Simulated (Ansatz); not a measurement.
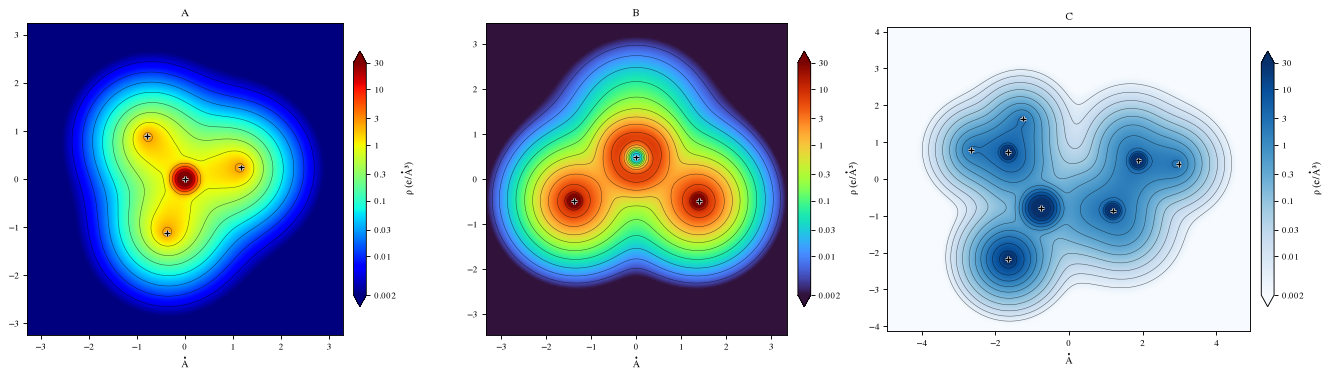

The electron density of 3 systems, each on a plane through atoms (crosses mark nuclei in the plane).

Theory: Ansatz, isolated molecule in a Gaussian basis; Hartree-Fock.

System 1: BH3 (SMILES B), the molecular plane. Geometry: PBE0-D4/def2-TZVP.

| atom | x (Å) | y (Å) | z (Å) |
| --- | --- | --- | --- |
| B | 0.0139 | -0.0151 | -0.0051 |
| H | 0.9822 | 0.3817 | 0.5688 |
| H | -0.2762 | -1.1718 | 0.0430 |
| H | -0.6644 | 0.7449 | -0.6269 |

System 2: MoO3 (SMILES [O]=[Mo](=[O])=[O]), the plane of atoms O1, Mo2 and O4. Geometry: PBE0-D4/def2-TZVP; core potentials replace the inner electrons of Mo.

```yaml
atoms:
  - { symbol: O, position_ang: [-0.9680, -0.1498, 1.2625] }
  - { symbol: Mo, position_ang: [-0.1381, -0.3365, -0.2003] }
  - { symbol: O, position_ang: [1.5070, -0.6076, 0.0888] }
  - { symbol: O, position_ang: [-0.3452, 1.0336, -1.1714] }
```

System 3: C2H7AlFN, the plane of atoms C1, C2 and Al3. Geometry: PBE0-D4/def2-TZVP.

```yaml
atoms:
  - { symbol: C, position_ang: [-0.6050, 0.7158, 1.3182] }
  - { symbol: C, position_ang: [0.5292, 0.9852, 0.3283] }
  - { symbol: Al, position_ang: [0.7225, -0.3424, -1.0821] }
  - { symbol: N, position_ang: [-0.3195, -1.7558, -1.2234] }
  - { symbol: F, position_ang: [1.9071, -0.1812, -2.2277] }
  - { symbol: H, position_ang: [-0.6690, 1.4900, 2.0884] }
  - { symbol: H, position_ang: [-0.4739, -0.2396, 1.8339] }
  - { symbol: H, position_ang: [-1.5774, 0.6784, 0.8194] }
  - { symbol: H, position_ang: [1.4868, 1.0605, 0.8576] }
  - { symbol: H, position_ang: [0.3974, 1.9663, -0.1440] }
  - { symbol: H, position_ang: [-0.2458, -2.4596, -1.9395] }
  - { symbol: H, position_ang: [-1.0753, -1.9726, -0.5951] }
```

### Which map belongs to which system?

Panel A is system 1, BH3: the plane holds B and H. B–H (1.19 Å): ρ is about 1.2 e/Å³ halfway. Panel B is system 2, MoO3: the plane holds O and Mo. Mo–O (1.69 Å): ρ at the midpoint is about 1.9 e/Å³. Panel C is system 3, C2H7AlFN: the plane holds C, Al, N, F and H. C–C (1.53 Å): the density is about 1.7 e/Å³ at the midpoint.
